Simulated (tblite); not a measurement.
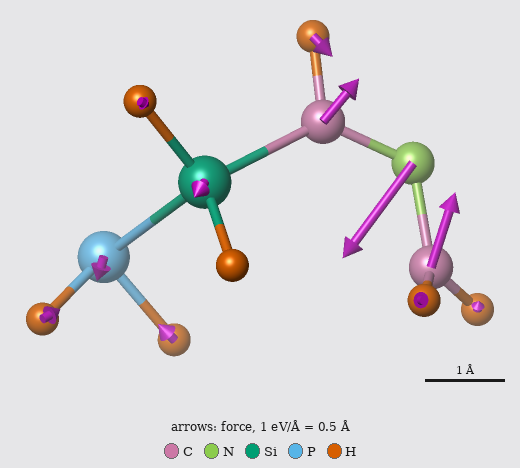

Starting geometry of C2H7NPSi (multiplicity 2) with the computed forces as purple arrows. The picture is a ball-and-stick view, seen at a tilt.

The calculation used GFN2-xTB geometry optimisation, gas phase (tblite 0.8.0). 

### What follows when this structure is relaxed?

It isn't relaxed: the largest force vector, on the N atom, is 3.01 eV/Å. The final displacements have little in common with the starting forces (cosine between the two patterns 0.16). Over 99 geometry steps the energy falls by 11.0 kcal/mol. The largest move after the best rigid fit is that of an H atom, 0.69 Å. By element the largest moves are H 0.69 Å, P 0.41 Å, C 0.30 Å, N 0.25 Å, Si 0.19 Å. Among the contacts that change: C–N 1.357 → 1.277 Å, H–P 1.419 → 1.383 Å, C–H 1.107 → 1.082 Å, H–Si 1.481 → 1.464 Å. Bond angles that change, for instance: C–N–C 120.0° → 134.1°, Si–C–H 112.5° → 119.4°, N–C–Si 130.7° → 125.8°. Groups turn about C–Si by about 40°, C–N by about 25°, C–N by about 25°.
